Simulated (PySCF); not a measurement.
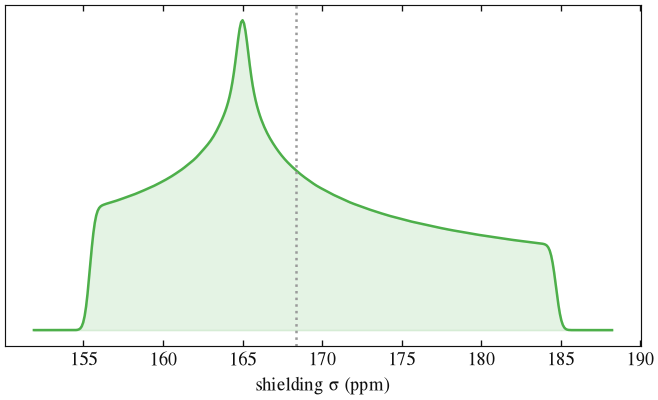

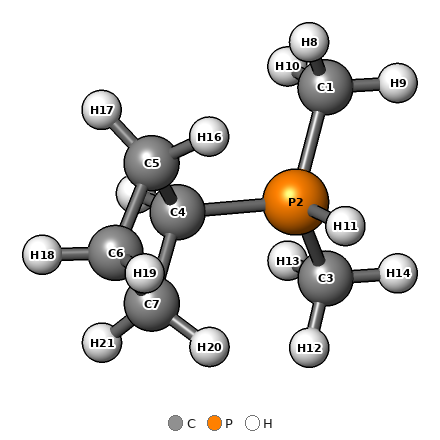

Static powder pattern (¹³C) from GIAO shielding tensors of C₆H₁₄P⁺, SMILES C[PH+](C)C1CCC1, PBE0/pcSseg-1 in PySCF 2.14.0, at a GFN2-xTB geometry (no frequency check); absolute shielding, one fixed geometry of the isolated molecule without any motion, no dipolar terms. The dotted line is the isotropic value; skew is 3(σiso − σ22)/span.

The pattern belongs to C6. Give the principal values, span and skew.

Answer. C6: σ11, σ22, σ33 = 155, 165, 185 ppm, isotropic 168, span 29 ppm, skew 0.35.

Note: the tight-binding geometry is rougher than a DFT one and adds to the error; one conformer of a flexible molecule.
